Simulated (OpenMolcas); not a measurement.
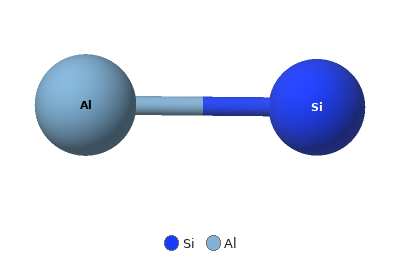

The molecule at the reference distance of 2.442 Å.

# SiAl: relativistic diatomic calculation (part 1 of 2)

- system: SiAl.
- method: SA-CASSCF(7,8)/XMS-CASPT2 + RASSI spin-orbit (X2C scalar, AMFI), ANO-RCC-VTZP (OpenMolcas)

### The program's output (extracts)
```
++    Wave function specifications:
      Number of closed shell electrons          20
      Number of electrons in active shells       7
      Number of inactive orbitals               10
      Number of active orbitals                  8
      Number of secondary orbitals              50
      Spin quantum number                      1.5
      State symmetry                             1
++    Orbital specifications:
      Symmetry species                           1   2
                                                 a   b
      Frozen orbitals                            0   0
      Inactive orbitals                          6   4
      Active orbitals                            4   4
      RAS2 orbitals                              4   4
      Secondary orbitals                        26  24
      Number of basis functions                 36  32
      printout of CI-coefficients larger than  0.15 for root  1
      energy=    -531.878348
      conf/sym  1111 2222     Coeff  Weight
            24  220u 00uu   0.90546 0.81986
            84  u202 00uu  -0.27154 0.07373
      printout of CI-coefficients larger than  0.15 for root  2
      energy=    -531.793297
      conf/sym  1111 2222     Coeff  Weight
            20  220u u0u0  -0.38987 0.15200
            21  220u 0uu0  -0.25302 0.06402
            22  220u u00u  -0.25302 0.06402
            23  220u 0u0u   0.38987 0.15200
            24  220u 00uu   0.18304 0.03350
            84  u202 00uu   0.66827 0.44659
      printout of CI-coefficients larger than  0.15 for root  3
      energy=    -531.782302
      conf/sym  1111 2222     Coeff  Weight
            20  220u u0u0   0.60286 0.36344
            21  220u 0uu0  -0.32396 0.10495
            22  220u u00u   0.32396 0.10495
            23  220u 0u0u   0.60286 0.36344
      printout of CI-coefficients larger than  0.15 for root  4
      energy=    -531.782302
      conf/sym  1111 2222     Coeff  Weight
            20  220u u0u0  -0.32396 0.10495
            21  220u 0uu0  -0.60286 0.36344
            22  220u u00u   0.60286 0.36344
            23  220u 0u0u  -0.32396 0.10495
      printout of CI-coefficients larger than  0.15 for root  5
      energy=    -531.779074
      conf/sym  1111 2222     Coeff  Weight
            20  220u u0u0   0.37208 0.13845
            21  220u 0uu0  -0.57333 0.32871
            22  220u u00u  -0.57333 0.32871
            23  220u 0u0u  -0.37208 0.13845
      Natural orbitals and occupation numbers for root  1
      sym 1:   1.897215   1.976668   0.028786   1.018730
      sym 2:   0.057746   0.057746   0.981554   0.981554
      Natural orbitals and occupation numbers for root  2
      sym 1:   1.572201   1.973884   0.029096   1.355042
      sym 2:   0.277298   0.277298   0.757591   0.757591
      Natural orbitals and occupation numbers for root  3
      sym 1:   1.933351   1.969849   0.030236   0.993672
      sym 2:   0.514677   0.514676   0.521769   0.521770
      Natural orbitals and occupation numbers for root  4
      sym 1:   1.933351   1.969849   0.030236   0.993672
      sym 2:   0.514677   0.514676   0.521769   0.521770
      Natural orbitals and occupation numbers for root  5
      sym 1:   1.930089   1.968942   0.030256   0.992828
      sym 2:   0.515299   0.515299   0.523644   0.523643
      RASSCF energy for state  5                   -531.77907356
::    RASSCF root number  1 Total energy:   -531.87834751
::    RASSCF root number  2 Total energy:   -531.79329693
::    RASSCF root number  3 Total energy:   -531.78230221
::    RASSCF root number  4 Total energy:   -531.78230221
::    RASSCF root number  5 Total energy:   -531.77907356
      Von Neumann Entropy (Root   1) =  1.97597
++    Wave function specifications:
      Number of closed shell electrons          12
      Number of electrons in active shells       7
      Number of inactive orbitals                6
      Number of active orbitals                  8
      Number of secondary orbitals              50
      Spin quantum number                      1.5
      State symmetry                             1
      Number of CSFs                           672
      Number of CASSCF root(s) available         5
      CASPT2 state passed to geometry opt.       5
      A file JOBMIX will be created
      This is a MULTI-STATE CASSCF reference
      Number of CI roots used                    5
      These are:                                 1   2   3   4   5
      Off-diagonal elements of Heff are computed
  FINAL CASPT2 RESULT:
      Reference energy:        -531.8783475109
      E2 (Non-variational):      -0.2804121758
      Shift correction:          -0.0025798663
      E2 (Variational):          -0.2829920421
      Total energy:            -532.1613395529
      Reference weight:           0.92584
  FINAL CASPT2 RESULT:
      Reference energy:        -531.7932969345
      E2 (Non-variational):      -0.2732344904
      Shift correction:          -0.0025146722
      E2 (Variational):          -0.2757491626
      Total energy:            -532.0690460971
      Reference weight:           0.92982
  FINAL CASPT2 RESULT:
      Reference energy:        -531.7823022110
      E2 (Non-variational):      -0.2765297448
      Shift correction:          -0.0021819699
      E2 (Variational):          -0.2787117146
      Total energy:            -532.0610139256
      Reference weight:           0.93076
  FINAL CASPT2 RESULT:
      Reference energy:        -531.7823022110
      E2 (Non-variational):      -0.2764946312
      Shift correction:          -0.0021783862
      E2 (Variational):          -0.2786730174
      Total energy:            -532.0609752284
      Reference weight:           0.93082
  FINAL CASPT2 RESULT:
      Reference energy:        -531.7790735641
      E2 (Non-variational):      -0.2762542665
      Shift correction:          -0.0021481030
      E2 (Variational):          -0.2784023694
      Total energy:            -532.0574759335
      Reference weight:           0.93121
       Total XMS-CASPT2 energies:
::    XMS-CASPT2 Root  1     Total energy:   -532.16225148
::    XMS-CASPT2 Root  2     Total energy:   -532.06813418
::    XMS-CASPT2 Root  3     Total energy:   -532.06101483
::    XMS-CASPT2 Root  4     Total energy:   -532.06097432
::    XMS-CASPT2 Root  5     Total energy:   -532.05747592
++    Wave function specifications:
      Number of closed shell electrons          20
      Number of electrons in active shells       7
      Number of inactive orbitals               10
      Number of active orbitals                  8
      Number of secondary orbitals              50
      Spin quantum number                      0.5
      State symmetry                             1
      printout of CI-coefficients larger than  0.15 for root  1
      energy=    -531.848329
      conf/sym  1111 2222     Coeff  Weight
            64  220u 00du   0.81921 0.67111
            67  220u 00ud  -0.47297 0.22370
      printout of CI-coefficients larger than  0.15 for root  2
      energy=    -531.843279
      conf/sym  1111 2222     Coeff  Weight
            61  220u 0020  -0.65985 0.43540
            68  220u 0002   0.65985 0.43540
      printout of CI-coefficients larger than  0.15 for root  3
      energy=    -531.843279
      conf/sym  1111 2222     Coeff  Weight
            64  220u 00du   0.46658 0.21770
            67  220u 00ud   0.80815 0.65310
      printout of CI-coefficients larger than  0.15 for root  4
      energy=    -531.831779
      conf/sym  1111 2222     Coeff  Weight
            61  220u 0020  -0.65542 0.42958
            68  220u 0002  -0.65542 0.42958
      printout of CI-coefficients larger than  0.15 for root  5
      energy=    -531.776096
      conf/sym  1111 2222     Coeff  Weight
            57  220u d0u0  -0.25559 0.06533
            59  220u u0d0  -0.60852 0.37030
            63  220u 0d0u   0.25559 0.06533
            66  220u 0u0d   0.60852 0.37030
           224  u202 00du  -0.18275 0.03340
      printout of CI-coefficients larger than  0.15 for root  6
      energy=    -531.756072
      conf/sym  1111 2222     Coeff  Weight
            57  220u d0u0   0.16610 0.02759
            58  220u 0du0  -0.29401 0.08644
            59  220u u0d0  -0.21984 0.04833
            60  220u 0ud0   0.38914 0.15143
            62  220u d00u   0.29400 0.08644
            63  220u 0d0u   0.16610 0.02759
            65  220u u00d  -0.38913 0.15142
            66  220u 0u0d  -0.21984 0.04833
           221  u202 0020   0.32357 0.10470
           227  u202 00ud  -0.21841 0.04770
           228  u202 0002  -0.32357 0.10470
      printout of CI-coefficients larger than  0.15 for root  7
      energy=    -531.756072
      conf/sym  1111 2222     Coeff  Weight
            57  220u d0u0   0.29400 0.08643
            58  220u 0du0   0.16610 0.02759
            59  220u u0d0  -0.38913 0.15143
            60  220u 0ud0  -0.21985 0.04833
            62  220u d00u  -0.16609 0.02759
            63  220u 0d0u   0.29400 0.08643
            65  220u u00d   0.21984 0.04833
            66  220u 0u0d  -0.38913 0.15142
           221  u202 0020  -0.17834 0.03180
           224  u202 00du  -0.22880 0.05235
           227  u202 00ud  -0.39630 0.15705
           228  u202 0002   0.17834 0.03180
      Natural orbitals and occupation numbers for root  1
      sym 1:   1.913007   1.976796   0.048231   1.004661
      sym 2:   0.044613   0.044613   0.984040   0.984040
      Natural orbitals and occupation numbers for root  2
      sym 1:   1.913292   1.978417   0.034435   1.010475
      sym 2:   0.066114   0.066114   0.965576   0.965576
      Natural orbitals and occupation numbers for root  3
      sym 1:   1.913292   1.978417   0.034435   1.010476
      sym 2:   0.066114   0.066114   0.965576   0.965576
      Natural orbitals and occupation numbers for root  4
      sym 1:   1.900002   1.957211   0.035416   1.008407
      sym 2:   0.072940   0.072940   0.976542   0.976542
      Natural orbitals and occupation numbers for root  5
      sym 1:   1.885053   1.966191   0.041331   1.041764
      sym 2:   0.490280   0.490283   0.542548   0.542551
      Natural orbitals and occupation numbers for root  6
      sym 1:   1.658262   1.970459   0.050864   1.260124
      sym 2:   0.375380   0.375392   0.654769   0.654749
      Natural orbitals and occupation numbers for root  7
      sym 1:   1.658257   1.970459   0.050863   1.260131
      sym 2:   0.375379   0.375386   0.654768   0.654756
      RASSCF energy for state  7                   -531.75607154
::    RASSCF root number  1 Total energy:   -531.84832851
::    RASSCF root number  2 Total energy:   -531.84327949
::    RASSCF root number  3 Total energy:   -531.84327949
::    RASSCF root number  4 Total energy:   -531.83177885
::    RASSCF root number  5 Total energy:   -531.77609605
::    RASSCF root number  6 Total energy:   -531.75607154
::    RASSCF root number  7 Total energy:   -531.75607154
      Von Neumann Entropy (Root   1) =  1.95821
++    Wave function specifications:
      Number of closed shell electrons          12
      Number of electrons in active shells       7
      Number of inactive orbitals                6
      Number of active orbitals                  8
      Number of secondary orbitals              50
      Spin quantum number                      0.5
      State symmetry                             1
      Number of CSFs                          1176
      Number of CASSCF root(s) available         7
      CASPT2 state passed to geometry opt.       7
      A file JOBMIX will be created
      This is a MULTI-STATE CASSCF reference
      Number of CI roots used                    7
      These are:                                 1   2   3   4   5   6   7
      Off-diagonal elements of Heff are computed
  FINAL CASPT2 RESULT:
      Reference energy:        -531.8483285100
      E2 (Non-variational):      -0.2847458656
      Shift correction:          -0.0027075478
      E2 (Variational):          -0.2874534134
      Total energy:            -532.1357819234
      Reference weight:           0.92311
  FINAL CASPT2 RESULT:
      Reference energy:        -531.8432794889
      E2 (Non-variational):      -0.2865210529
      Shift correction:          -0.0025524374
      E2 (Variational):          -0.2890734903
      Total energy:            -532.1323529792
      Reference weight:           0.92269
  FINAL CASPT2 RESULT:
      Reference energy:        -531.8432794889
      E2 (Non-variational):      -0.2862068443
      Shift correction:          -0.0025275405
      E2 (Variational):          -0.2887343848
      Total energy:            -532.1320138737
      Reference weight:           0.92305
  FINAL CASPT2 RESULT:
      Reference energy:        -531.8317788538
      E2 (Non-variational):      -0.2830824874
      Shift correction:          -0.0025535231
      E2 (Variational):          -0.2856360105
      Total energy:            -532.1174148643
      Reference weight:           0.92471
  FINAL CASPT2 RESULT:
      Reference energy:        -531.7760960509
      E2 (Non-variational):      -0.2803025368
      Shift correction:          -0.0028121182
      E2 (Variational):          -0.2831146550
      Total energy:            -532.0592107059
      Reference weight:           0.92516
  FINAL CASPT2 RESULT:
      Reference energy:        -531.7560715411
      E2 (Non-variational):      -0.2809658150
      Shift correction:          -0.0029740420
      E2 (Variational):          -0.2839398569
      Total energy:            -532.0400113980
      Reference weight:           0.92470
  FINAL CASPT2 RESULT:
      Reference energy:        -531.7560715410
      E2 (Non-variational):      -0.2807741915
      Shift correction:          -0.0029463613
      E2 (Variational):          -0.2837205528
      Total energy:            -532.0397920938
      Reference weight:           0.92504
       Total XMS-CASPT2 energies:
::    XMS-CASPT2 Root  1     Total energy:   -532.13574060
::    XMS-CASPT2 Root  2     Total energy:   -532.13232384
::    XMS-CASPT2 Root  3     Total energy:   -532.13198352
::    XMS-CASPT2 Root  4     Total energy:   -532.11741486
::    XMS-CASPT2 Root  5     Total energy:   -532.05925203
::    XMS-CASPT2 Root  6     Total energy:   -532.04004160
::    XMS-CASPT2 Root  7     Total energy:   -532.03982138
++    Wave function specifications:
      Number of closed shell electrons          20
      Number of electrons in active shells       7
      Number of inactive orbitals               10
      Number of active orbitals                  8
      Number of secondary orbitals              50
      Spin quantum number                      0.5
      State symmetry                             2
      printout of CI-coefficients larger than  0.15 for root  1
      energy=    -531.845493
      conf/sym  1111 2222     Coeff  Weight
            20  2202 000u   0.42119 0.17740
            77  2200 0udu  -0.15465 0.02392
            78  2200 002u  -0.79556 0.63292
      printout of CI-coefficients larger than  0.15 for root  2
      energy=    -531.845493
      conf/sym  1111 2222     Coeff  Weight
            19  2202 00u0  -0.42119 0.17740
            76  2200 u0du  -0.15456 0.02389
            84  2200 00u2  -0.79556 0.63292
      printout of CI-coefficients larger than  0.15 for root  3
      energy=    -531.832813
      conf/sym  1111 2222     Coeff  Weight
            18  2202 0u00  -0.15966 0.02549
            19  2202 00u0   0.83369 0.69504
            84  2200 00u2  -0.37765 0.14262
      printout of CI-coefficients larger than  0.15 for root  4
      energy=    -531.832813
      conf/sym  1111 2222     Coeff  Weight
            17  2202 u000  -0.15966 0.02549
            20  2202 000u   0.83369 0.69504
            78  2200 002u   0.37765 0.14262
      printout of CI-coefficients larger than  0.15 for root  5
      energy=    -531.777020
      conf/sym  1111 2222     Coeff  Weight
            71  2200 u020  -0.51981 0.27020
            77  2200 0udu  -SPIN-FREE ENERGIES:
  (Shifted by EMIN (a.u.) =       -532.1622514829)
 SF State       Relative EMIN(au)   Rel lowest level(eV)    D:o, cm**(-1)      Abs_M
     1             0.0000000000        0.0000000000              0.0000         0.0
     6             0.0265108825        0.7213978644           5818.4662         0.0
     7             0.0299276474        0.8143727724           6568.3594         2.0
     8             0.0302679598        0.8236331445           6643.0493         2.0
    13             0.0305222865        0.8305537266           6698.8676         1.0
    14             0.0305223123        0.8305544282           6698.8732         1.0
    15             0.0446386466        1.2146794531           9797.0505         1.0
    16             0.0446386543        1.2146796626           9797.0522         1.0
     9             0.0448366187        1.2200665489           9840.5004         0.0
    19             0.0855960250        2.3291864981          18786.1560         1.0
    20             0.0855960284        2.3291865894          18786.1568         1.0
     2             0.0941173063        2.5610623742          20656.3611         0.0
     3             0.1012366536        2.7547896844          22218.8772         2.0
     4             0.1012771582        2.7558918710          22227.7670         2.0
    10             0.1029994550        2.8027579527          22605.7674         0.0
    17             0.1034860194        2.8159980441          22712.5560         1.0
    18             0.1034860466        2.8159987862          22712.5619         1.0
     5             0.1047755591        2.8510882075          22995.5772         0.0
    11             0.1222098785        3.3255002074          26821.9680         2.0
    12             0.1224301004        3.3314927501          26870.3012         2.0
```

(Continued in part 2.) Outcome of the run: converged; components of a degenerate state are split by 75 cm⁻¹.
